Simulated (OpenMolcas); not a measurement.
**C2H7Ga (SMILES [CH3][GaH][CH3]), step by step**

Wanted: a series of 11 runs (HF/ANO-RCC-VDZ, CASSCF(4,4)/ANO-RCC-VDZ, CASPT2(4,4)/ANO-RCC-VDZ, MC-PDFT[tLSDA](4,4)/ANO-RCC-VDZ, RASPT2(4,6)/ANO-RCC-VDZ, MC-PDFT[tOreLYP](3,4)/ANO-RCC-VDZ) of C2H7Ga. 

Program for the calculation: OpenMolcas 26.06.

2 further runs of the same task are left out: 1 that didn't finish, 1 set aside as unsound or not needed.

**1. The system as given**

C2H7Ga: 10 atoms, total charge 0, spin state singlet. SMILES: `[CH3][GaH][CH3]`. Geometry: relaxed at PBE0-D4/def2-TZVP.

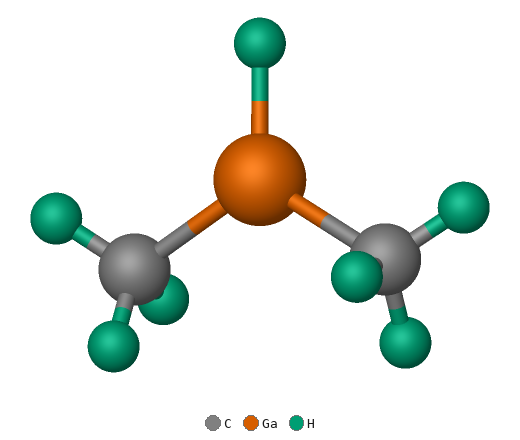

The structure, seen from a chosen angle (carbon grey, gallium orange, hydrogen teal).

**2. The energy at HF/ANO-RCC-VDZ (DKH2) (run 1)**

coord.xyz

```xyz
10

C     -1.063400     1.142800    -0.711800
Ga     0.649000     0.266100    -0.281300
C      0.681500    -1.321500     0.886900
H     -1.533700     0.614200    -1.548200
H     -0.935400     2.183800    -1.011500
H     -1.759700     1.095200     0.128600
H      1.997300     0.836500    -0.872600
H      0.687700    -0.994000     1.932300
H      1.569300    -1.935900     0.730500
H     -0.209600    -1.938300     0.750100
```

step1.inp

```
* C2H7Ga Hartree-Fock

&GATEWAY
  Coord = coord.xyz
  Basis = ANO-RCC-VDZ
  Group = NoSym

&SEWARD

&SCF
  PrOrbitals = 1 2
```

The run is started by

```bash
$ export MOLCAS_MEM=1860
$ pymolcas step1.inp > step1.log
```

Output:

```text
--- Start Module: gateway ---
[...]
--- Stop Module: gateway /rc=_RC_ALL_IS_WELL_ ---
--- Start Module: seward ---
[...]
      Basis functions           54
--- Stop Module: seward /rc=_RC_ALL_IS_WELL_ ---
[...]
--- Start Module: scf ---
[...]
       Convergence after   9 Iterations
[...]
::    Total SCF energy                              -2021.9512917944
[...]
      Total spin, S                                     0.0000000000
[...]
      Total electronic charge=   50.000000
      Total            charge=   -0.000000
[...]
      Dipole Moment (debye):
      Origin of the operator (angstrom)=    0.3997    0.1606   -0.1718
                   X= -4.1712E-01               Y= -1.7648E-01               Z=  1.8312E-01           Total=  4.8853E-01
      Quadrupole Moment (debye*angstrom):
[...]
--- Stop Module: scf /rc=_RC_ALL_IS_WELL_ ---
[...]
```

Wall time 11 s (1 thread of Arm Neoverse N1, shared host); peak memory 0.41 GiB.

**3. The excited states at CASSCF(4,4)/ANO-RCC-VDZ (DKH2, 6 states averaged) (run 2)**

coord.xyz is that of step 2.

step2.input

```
&GATEWAY
 COORD
 coord.xyz
 BASIS
 ANO-RCC-VDZ
 GROUP
 NoSym

&SEWARD

&RASSCF
 FILEORB
 $CurrDir/step1.ScfOrb
 SPIN
 1
 NACTEL
 4 0 0
 INACTIVE
 23
 RAS2
 4
 CIROOT
 6 6 1
 ORBLISTING
 NoCore
```

The run is started by

```bash
$ export MOLCAS_MEM=1860
$ pymolcas step2.input > step2.log
```

Output:

```text
[...]
      Basis functions           54
[...]
      Number of active orbitals                  4
[...]
      Spin quantum number                      0.0
[...]
      Active orbitals                            4
[...]
      Number of CSFs                            20
[...]
      Number of root(s) required                 6
[...]
      Convergence after 16 iterations
[...]
      printout of CI-coefficients larger than  0.05 for root  1
      energy=   -2021.941626
      conf/sym  1111     Coeff  Weight
             1  2200   0.99977 0.99954
[...]
      Natural orbitals and occupation numbers for root  1
      sym 1:   1.999589   1.999742   0.000512   0.000157
      Natural orbitals and occupation numbers for root  2
      sym 1:   1.997137   1.005224   0.994776   0.002863
      Natural orbitals and occupation numbers for root  3
      sym 1:   1.001515   1.996874   0.999971   0.001639
      Natural orbitals and occupation numbers for root  4
      sym 1:   1.999521   1.000039   0.000558   0.999881
      Natural orbitals and occupation numbers for root  5
      sym 1:   0.920479   1.992653   0.001730   1.085139
      Natural orbitals and occupation numbers for root  6
      sym 1:   1.004361   0.993369   1.007058   0.995212
      ************************************************************************************************************************
      *                                                    Final results                                                     *
[...]
::    RASSCF root number  1 Total energy:  -2021.94162608
::    RASSCF root number  2 Total energy:  -2021.72757164
::    RASSCF root number  3 Total energy:  -2021.71166480
::    RASSCF root number  4 Total energy:  -2021.66233714
::    RASSCF root number  5 Total energy:  -2021.62760468
::    RASSCF root number  6 Total energy:  -2021.46841455
[...]
```

Run time: 15 s. Hardware: 1 thread of Arm Neoverse N1, shared host; peak memory 0.41 GiB.

The roots found:

| excited state | energy (eV) |
| --- | --- |
| 1 | 5.825 |
| 2 | 6.258 |
| 3 | 7.600 |
| 4 | 8.545 |
| 5 | 12.877 |

Runs 3 to 4 aren't shown in full; the table further down has their settings and results.

**4. The excited states at MC-PDFT[tLSDA](4,4)/ANO-RCC-VDZ (DKH2, 6 states averaged) (run 5)**

coord.xyz is that of step 3.

step5.inp

```
* C2H7Ga MC-PDFT
&GATEWAY
Coord=coord.xyz
Basis=ANO-RCC-VDZ
Group=NoSym
&SEWARD
&RASSCF
FileOrb=$CurrDir/step2.RasOrb
Spin=1
Nactel=4 0 0
Inactive=23
Ras2=4
CIRoot=6 6 1
OrbListing=NoCore
&MCPDFT
KSDFT=T:LSDA
```

The run is started by

```bash
$ export MOLCAS_MEM=1860
$ pymolcas step5.inp > step5.log
```

Output:

```text
[...]
      Basis functions           54
[...]
      Number of active orbitals                  4
[...]
      Spin quantum number                      0.0
[...]
      Active orbitals                            4
[...]
      Number of CSFs                            20
[...]
      Number of root(s) required                 6
[...]
      Convergence after  4 iterations
[...]
      printout of CI-coefficients larger than  0.05 for root  1
      energy=   -2021.941626
      conf/sym  1111     Coeff  Weight
             1  2200   0.99977 0.99954
[...]
      Natural orbitals and occupation numbers for root  1
      sym 1:   1.999589   1.999742   0.000512   0.000157
      Natural orbitals and occupation numbers for root  2
      sym 1:   1.997137   1.005222   0.994778   0.002863
      Natural orbitals and occupation numbers for root  3
      sym 1:   1.001515   1.996874   0.999971   0.001640
      Natural orbitals and occupation numbers for root  4
      sym 1:   1.999521   1.000039   0.000558   0.999881
      Natural orbitals and occupation numbers for root  5
      sym 1:   0.920479   1.992652   0.001730   1.085140
      Natural orbitals and occupation numbers for root  6
      sym 1:   1.004363   0.993371   1.007056   0.995210
      ************************************************************************************************************************
      *                                                    Final results                                                     *
[...]
::    RASSCF root number  1 Total energy:  -2021.94162612
::    RASSCF root number  2 Total energy:  -2021.72757119
[...]
::    MCPDFT root number  3 Total energy:  -2021.12015429
::    MCPDFT root number  4 Total energy:  -2021.03933977
::    MCPDFT root number  5 Total energy:  -2021.02896198
::    MCPDFT root number  6 Total energy:  -2020.83908362
[...]
```

Wall time 18 s (1 thread of Arm Neoverse N1, shared host); peak memory 0.41 GiB.

The roots found:

| excited state | energy (eV) |
| --- | --- |
| 1 | 5.298 |
| 2 | 4.979 |
| 3 | 7.178 |
| 4 | 7.461 |
| 5 | 12.628 |

Runs 6 to 10 aren't shown in full; the table further down has their settings and results.

**5. A geometry optimisation at CASSCF(4,4)/ANO-RCC-VDZ (DKH2, 6 states averaged, root 2) (run 11)**

coord.xyz is that of step 4.

step11.inp

```
&GATEWAY
  COORD=coord.xyz
  BASIS=ANO-RCC-VDZ
  GROUP=NoSym
>>> COPY $CurrDir/step2.RasOrb $Project.RasOrb
>>> EXPORT MOLCAS_MAXITER=40
>>> Do While

&SEWARD

&RASSCF
  FILEORB=$Project.RasOrb
  SPIN=1
  NACTEL=4 0 0
  INACTIVE=23
  RAS2=4
  CIROOT=6 6 1
  RLXROOT=2
  ORBLISTING=Nothing

&SLAPAF
>>> EndDo
```

The run is started by

```bash
$ export MOLCAS_MEM=1860
$ pymolcas step11.inp > step11.log
```

Output:

```text
--- Start Module: gateway ---

                                              &GATEWAY

                       available to each process: 1.9 GB of memory, 1 thread

++    Symmetry information:
      ---------------------

                    Character Table for C1

                             E
                    a        1  x, y, xy, Rz, z, xz, Ry, yz, Rx, I
--

++    Basis set information:
      ----------------------

      Basis set label: C.ANO-RCC...3S2P.

[... 292 lines left out ...]
      energy=   -2021.468415
[... 582 lines left out ...]
      Spin density orbitals for root   2 are written to the SPDORB.2 file
[... 859 lines left out ...]
Iter      Energy       Change     Norm      Max    Element    Max     Element     Final Energy Update Update   Index
[... 1034 lines left out ...]
       +  Value      Threshold Converged? +  Value      Threshold Converged? +
[... 1026 lines left out ...]
 Convergence not reached yet!
[... 39 lines left out ...]
--- Start Module: rasscf ---
--- Stop Module: rasscf /rc=_RC_ALL_IS_WELL_ ---
           step11.RasOrb step11.RasOrb.1 step11.RasOrb.2 step11.RasOrb.3 step11.RasOrb.4 step11.RasOrb.5 step11.RasOrb.6 step11.rasscf.h5 step11.SpdOrb.1 step11.SpdOrb.2
           step11.SpdOrb.3 step11.SpdOrb.4 step11.SpdOrb.5 step11.SpdOrb.6 xmldump
--- Module rasscf spent 4 seconds ---

--- Start Module: slapaf ---
--- Stop Module: slapaf /rc=_RC_INVOKED_OTHER_MODULE_ ---

--- Start Module: alaska ---
--- Stop Module: alaska /rc=_RC_INVOKED_OTHER_MODULE_ ---

--- Start Module: mclr ---

--- Stop Module: mclr /rc=_RC_ALL_IS_WELL_ ---
--- Module mclr spent 1 second ---

--- Start Module: alaska ---
```

It took 25 min on 1 thread of Arm Neoverse N1, shared host.

The run was cut off at its time limit.

**6. All runs side by side**

| run | level | starting guess | task | partner | energy (Eh) | dipole moment (D) of the reference | wall time |
| --- | --- | --- | --- | --- | --- | --- | --- |
| 1 | HF/ANO-RCC-VDZ (DKH2) | – | energy | base | -2021.951292 | 0.49 | 11 s |
| 2 | CASSCF(4,4)/ANO-RCC-VDZ (DKH2, 6 states averaged) | orbitals of step 1 | excited | base | -2021.941626 | 0.92 | 15 s |
| 3 | CASPT2(4,4)/ANO-RCC-VDZ (DKH2, ipea shift 0.25 Eh, pt2 variant MS, 6 states averaged) | orbitals of step 2 | excited | base | -2022.172165 | 0.92 | 17 s |
| 4 | CASPT2(4,4)/ANO-RCC-VDZ (DKH2, ipea shift 0.25 Eh, pt2 variant SS, weight exponent 100, weight type 3) | orbitals of step 2 | energy | rattled | -2022.121626 | 1.51 | 13 s |
| 5 | MC-PDFT[tLSDA](4,4)/ANO-RCC-VDZ (DKH2, 6 states averaged) | orbitals of step 2 | excited | base | -2021.303142 | 0.92 | 18 s |
| 6 | CASSCF(4,4)/ANO-RCC-VDZ (DKH2, 6 states averaged, second multiplicity 3, second roots 3) | orbitals of step 2 | spin-orbit | base | -2021.941626 | – | 23 s |
| 7 | RASPT2(4,6)/ANO-RCC-VDZ (DKH2, ipea shift 0.25 Eh, pt2 variant SS, 6 states averaged) | orbitals of step 2 | excited | base | -2022.175437 | 0.53 | 36 s |
| 8 | MC-PDFT[tOreLYP](3,4)/ANO-RCC-VDZ (DKH2) | orbitals of step 2 | energy | cation | -2024.305432 | – | 14 s |
| 9 | CASSCF(4,4)/ANO-RCC-VDZ (DKH2, 6 states averaged) | orbitals of step 2 | excited | base | -2021.941626 | 0.92 | 14 s |
| 10 | CASSCF(4,4)/ANO-RCC-VDZ (DKH2) | orbitals of step 2 | optimise | base | -2021.977852 | 0.52 | 15 min |
| 11 | CASSCF(4,4)/ANO-RCC-VDZ (DKH2, 6 states averaged, root 2) | orbitals of step 2 | optimise | base | timeout | – | 25 min |

**7. What came out**

| quantity | value |
| --- | --- |
| run 10, CASSCF(4,4)/ANO-RCC-VDZ: total energy at the end | -2021.97785 Eh |
| run 10, CASSCF(4,4)/ANO-RCC-VDZ: dipole moment (CASSCF density) | 0.52 D |

All runs together took 42 min, the longest 25 min. 1 of the 11 runs did not end normally.
